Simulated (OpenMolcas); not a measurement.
# How basis sets differ on AlH (SMILES [AlH])

The species is AlH (2 atoms), meant as a singlet with charge 0. SMILES: `[AlH]`. Geometry: relaxed at PBE0-D4/def2-TZVP.

```csv
atom,x (Å),y (Å),z (Å)
Al,0.0000,0.0000,-0.0256
H,0.0000,0.0000,1.6391
```

Quantity: the HOMO–LUMO gap, in eV. The values are calculated.

```csv
level,kind,program,value (eV)
HF/STO-3G,Hartree–Fock,OpenMolcas,13.58
HF/3-21G,Hartree–Fock,OpenMolcas,8.53
UHF/3-21G,Hartree–Fock,OpenMolcas,8.54
HF/6-311G,Hartree–Fock,OpenMolcas,8.33
UHF/6-311G,Hartree–Fock,OpenMolcas,8.33
HF/def2-TZVPPD,Hartree–Fock,OpenMolcas,8.69
```

The values span 8.33 to 13.58 eV. A Hartree–Fock LUMO above zero doesn't converge with the basis: it sinks as sets grow more diffuse. Orbital gaps aren't excitation energies.

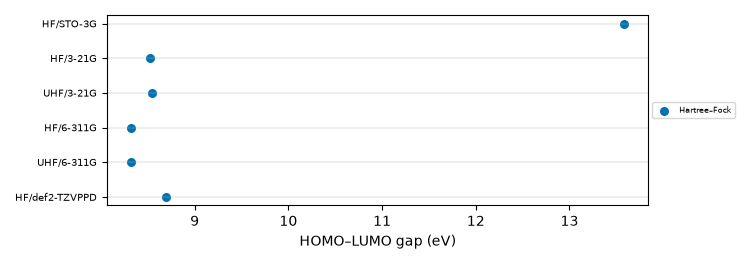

The values of the table, level by level.
